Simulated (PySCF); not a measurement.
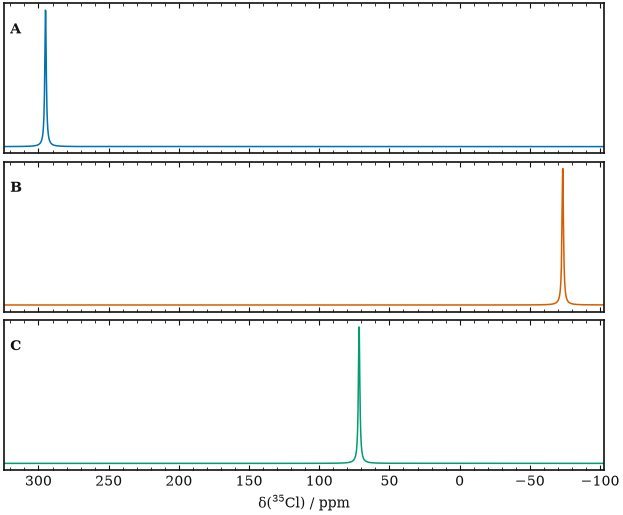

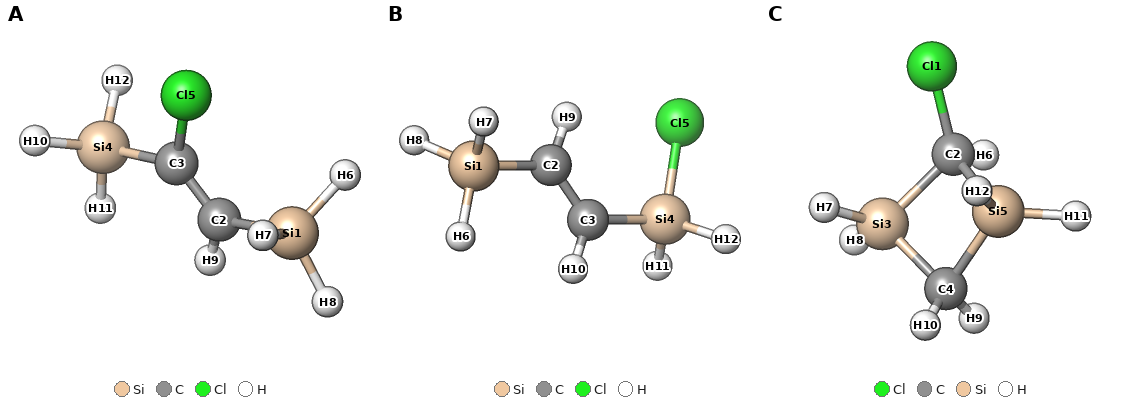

Related molecules: A is C₂H₇ClSi₂, SMILES [SiH3]/C=C(/[SiH3])Cl; B is C₂H₇ClSi₂, SMILES [SiH3]/C=C/[SiH2]Cl; C is C₂H₇ClSi₂, SMILES ClC1[SiH2]C[SiH2]1. GIAO ³⁵Cl shifts against HCl (Cl: the usual scale starts at aqueous chloride instead), B97-2/pcSseg-2 in PySCF, at a PBE0-D3(BJ)/def2-SVP geometry (no frequency check); fully decoupled, line heights follow the number of nuclei within a panel, widths are arbitrary (no quadrupolar broadening); values of one conformer, averaged over methyl-type rotors and exact or near symmetry; other conformers aren't averaged in.

> How does the ³⁵Cl shift respond?

From A (295.0 ppm) to B (−73.4 ppm) the nucleus is shielded by 368.4 ppm. From A (295.0 ppm) to C (71.6 ppm) the nucleus is shielded by 223.4 ppm.
